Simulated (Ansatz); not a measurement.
BH2ClF2: several calculations on one system

Part 1: Relaxation

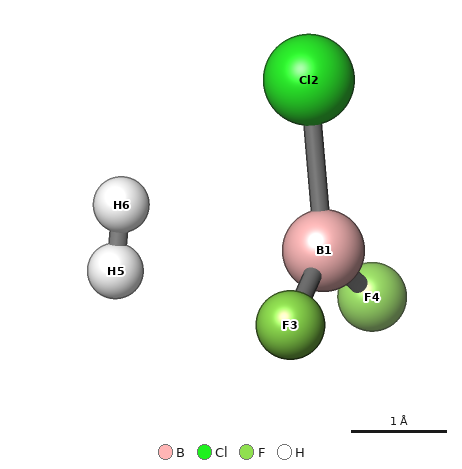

BH2ClF2, before the relaxation. Style: ball-and-stick. Shown at a tilt.

The run prepares an end point of a later path (reaction) calculation, from a guessed geometry.

All numbers below come from RHF/def2-SVP in Ansatz.

Input
```yaml
crystal:
  periodic: [false, false, false]
  atoms:
    - { symbol: B, position_ang: [-0.002865, 0.270018, 0.136748] }
    - { symbol: Cl, position_ang: [-0.019213, 0.647834, 1.910612] }
    - { symbol: F, position_ang: [1.123331, 0.201066, -0.496305] }
    - { symbol: F, position_ang: [-1.119243, 0.129592, -0.501713] }
    - { symbol: H, position_ang: [0.073712, -2.096279, 0.510632] }
    - { symbol: H, position_ang: [0.062078, -1.822831, 1.166327] }
basis:
  gaussian: { orbitals: def2-SVP }
hamiltonian:
  xc: hf
relax:
  f_tol: 0.03
  max_steps: 50
```

Launched with:
```bash
ansatz run input.yaml --threads 1 --pin off --max-ram 2048MiB --backend cpu --events-out ev --progress --plain --runs-dir out
```

Question: Predict the outcome.

Answer: The atom that moves furthest after the best rigid fit is H6 (0.64 Å). By element the largest moves are H 0.64 Å, Cl 0.45 Å, B 0.30 Å, F 0.21 Å. Among the contacts that change: B1–Cl2 1.814 → 1.749 Å, H5–H6 0.711 → 0.747 Å, B1–F3 1.294 → 1.298 Å. Over 8 accepted moves (9 points after the start) the energy falls by 5.29 kcal/mol. Largest force component: 1.4 eV/Å at the start, 0.027 eV/Å at the end. The line search rejected the trial step at point 2 of the run. The run took 8.2 s on 1 thread of Arm Neoverse V2, on a shared host, peak memory 0.12 GiB.

History of the run:

```csv
step,"E − E(0), kcal/mol","largest force component, eV/Å",note
0,0.00,1.3579,
1,-3.49,0.8916,
2,-1.11,2.0254,rejected
3,-3.93,0.8706,
4,-4.85,0.4052,
5,-5.17,0.1745,
6,-5.23,0.1148,
7,-5.27,0.0932,
8,-5.28,0.0713,
9,-5.29,0.0266,
```

The structure at the end:

```xyz
6

B    -0.0125    0.5683    0.1256
Cl   -0.0330    1.0846    1.7960
F     1.1124    0.4124   -0.5025
F    -1.1221    0.3411   -0.5079
H     0.0912   -2.6239    0.5441
H     0.0818   -2.4532    1.2710
```

After the run, drawn alike:

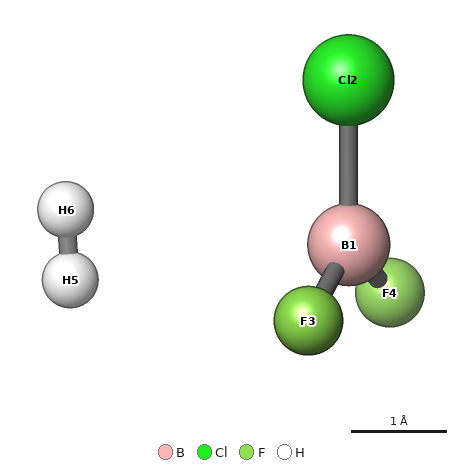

Limits of the set-up: the start holds two separate molecules, 2.3 Å apart at their closest, whose relative position is a soft coordinate and is computed without a dispersion correction; Hartree-Fock leaves out electron correlation.

Part 2: Relaxation

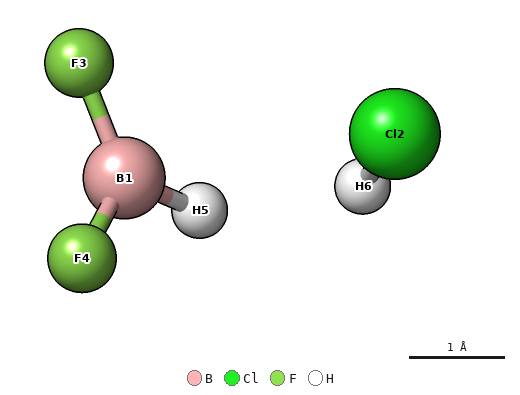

Starting structure of BH2ClF2. The picture is a ball-and-stick view, seen at a tilt.

The run prepares an end point of a later path (reaction) calculation, from a guessed geometry.

Level of theory: RHF/def2-SVP (Ansatz).

The input:
```yaml
crystal:
  periodic: [false, false, false]
  atoms:
    - { symbol: B, position_ang: [0.021902, -0.392566, -0.434335] }
    - { symbol: Cl, position_ang: [0.031731, -0.023573, 2.610567] }
    - { symbol: F, position_ang: [1.124405, 0.207515, -0.773064] }
    - { symbol: F, position_ang: [-1.114995, 0.158827, -0.740756] }
    - { symbol: H, position_ang: [0.051726, -1.451829, 0.106597] }
    - { symbol: H, position_ang: [0.003031, -1.168974, 1.957291] }
basis:
  gaussian: { orbitals: def2-SVP }
hamiltonian:
  xc: hf
relax:
  f_tol: 0.03
  max_steps: 50
```

Launched with:
```bash
ansatz run input.yaml --threads 1 --pin off --max-ram 2048MiB --backend cpu --events-out ev --progress --plain --runs-dir out
```

What does the optimiser find from here?

Answer. The atom that moves furthest after the best rigid fit is H6 (1.03 Å). By element the largest moves are H 1.03 Å, B 0.28 Å, F 0.14 Å, Cl 0.08 Å. Near-neighbour distances that change, for instance: Cl2–H6 1.319 → 1.273 Å. Over 12 accepted moves (16 points after the start) the energy falls by 5.14 kcal/mol. The largest force component goes from 1.3 to 0.028 eV/Å. The line search rejected the trial steps at points 2, 8, 10, 14 of the run.

Final geometry:

```xyz
6

B     0.0252   -0.3892   -0.7187
Cl    0.0430   -0.0095    2.6870
F     1.1220    0.2981   -0.8737
F    -1.1122    0.2336   -0.8545
H     0.0607   -1.5578   -0.4973
H    -0.0209   -1.2459    2.9836
```

After the run, drawn alike:

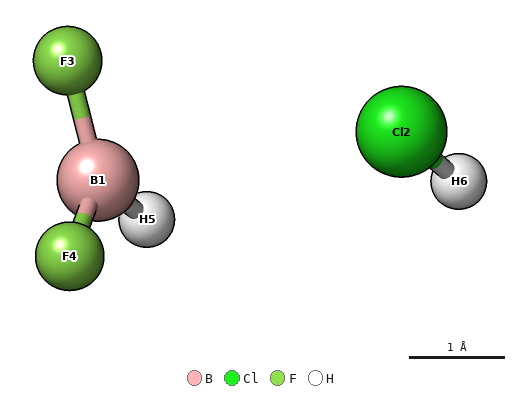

Limits of the set-up: Hartree-Fock leaves out electron correlation.

Part 3: Path

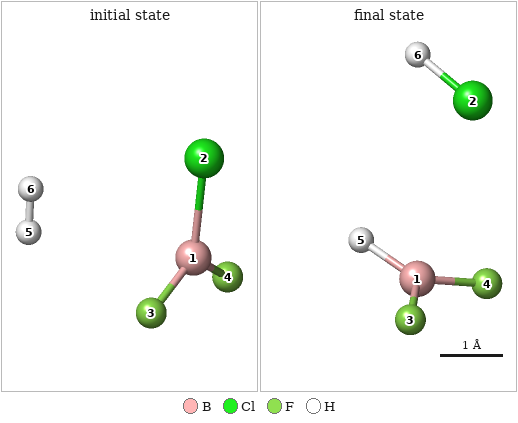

The two relaxed end points of a path for BH2ClF2, made up at the start of BClF2 and H2. A ball-and-stick model, seen at a tilt.

Theory: RHF/def2-SVP (Ansatz).

Run with 7 movable images; climbing image; force threshold 0.05 eV/Å; iteration limit 60.

Start:
```xyz
6

B    -0.0125    0.5704    0.1321
Cl   -0.0327    1.0760    1.8059
F     1.1122    0.4186   -0.4972
F    -1.1223    0.3473   -0.5026
H     0.0912   -2.6244    0.5301
H     0.0820   -2.4584    1.2580
```

End:
```xyz
6

B     0.0266   -0.2639   -0.7060
Cl    0.0262   -0.2502    2.7209
F     1.1056    0.4638   -0.7809
F    -1.1262    0.3405   -0.7804
H     0.0919   -1.4482   -0.6105
H    -0.0062   -1.5126    2.8833
```

Q: Predict the minimum-energy path and its barrier.

A: Forward barrier 2.35 eV, backward barrier 1.97 eV, with image 4 at the top; the reaction energy is +0.38 eV. Breaking: B1–Cl2 (1.75 → 2.12 at the top → 3.43 Å), H5–H6 (0.75 → 1.02 at the top → 3.50 Å). Forming: B1–H5 (3.22 → 1.32 at the top → 1.19 Å), Cl2–H6 (3.58 → 1.56 at the top → 1.27 Å). The band converged in 45 iterations, with a climbing image at the top. At the top, the vibrational analysis gives one imaginary mode (1465i cm⁻¹), as a transition state must have.

Energies of the converged images:

| image | path (Å) | E (eV) |
| --- | --- | --- |
| 0 | 0.00 | 0.000 |
| 1 | 0.58 | 0.025 |
| 2 | 1.15 | 0.204 |
| 3 | 1.73 | 0.939 |
| 4 | 2.31 | 2.346 |
| 5 | 2.89 | 1.013 |
| 6 | 3.48 | 0.524 |
| 7 | 4.07 | 0.405 |
| 8 | 4.65 | 0.381 |

The geometry at the top of the path:

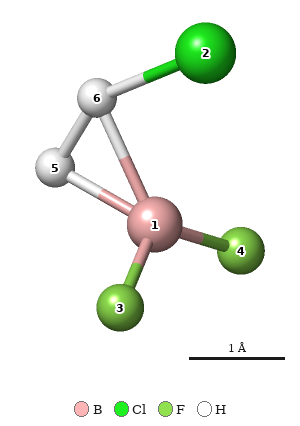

Limits of the set-up: the start holds two separate molecules, 3.2 Å apart at their closest, whose relative position is a soft coordinate and is computed without a dispersion correction; Hartree-Fock leaves out electron correlation.

The run took 3 min on 1 thread of Arm Neoverse V2, with other jobs on the host, peak memory 0.12 GiB.
